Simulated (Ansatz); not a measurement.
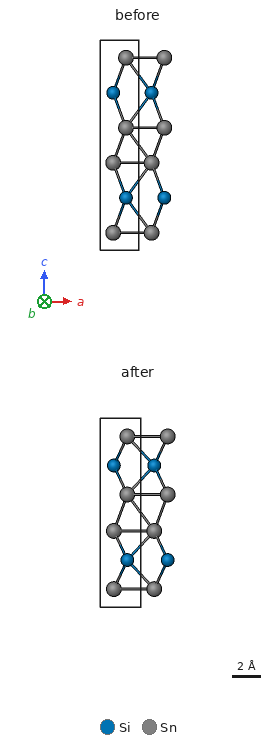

The structure of solid SiSn2 (a generated structure, set up in P6_3/mmc) (coarse preliminary run) before (top) and after (bottom) a relaxation, at one scale.

The picture is a ball-and-stick view of the cell of the calculation, repeated 2 × 1 × 1 with one cell outlined, seen along the b axis.

Theory: DFT PBE, scalar-relativistic, plane waves, PAW (Ansatz). (plane-wave cutoff 420 eV; k-point mesh 6 × 6 × 1; occupations gaussian; smearing width 0.1 eV; no spin polarisation; cell and atoms relaxed; force threshold 0.04 eV/Å; at most 70 steps)

**Describe what moved and what it gained.**

After 8 accepted moves (10 points after the start) the energy has fallen by 139 meV per atom. The largest force component goes from 0.98 to 0.00075 eV/Å. The pressure goes from 1.36 to 0.00 GPa. The line search rejected the trial step at point 8 of the run. At 1 point the geometry stayed and the basis and grid were re-selected for the new cell (energy shift of 0.2 meV per atom at most each time). The largest moves relative to the cell, 0.18 Å, are those of Sn atoms. Si stays in place. The drawn cell changes as follows: a = b 3.263 → 3.433 Å (+5.2 %), c 15.476 → 13.932 Å (−10.0 %); the volume changes by −0.3 %. Some distances before and after: Si–Sn 3.194 → 2.918 Å, Sn–Sn 3.263 → 3.433 Å, Sn–Sn 3.194 → 3.336 Å. The space group stays P6_3/mmc (No. 194). Cost: 47 s on 1 thread of Intel(R) Xeon(R) Processor @ 2.70GHz, with other jobs on the host, peak memory 0.43 GiB.
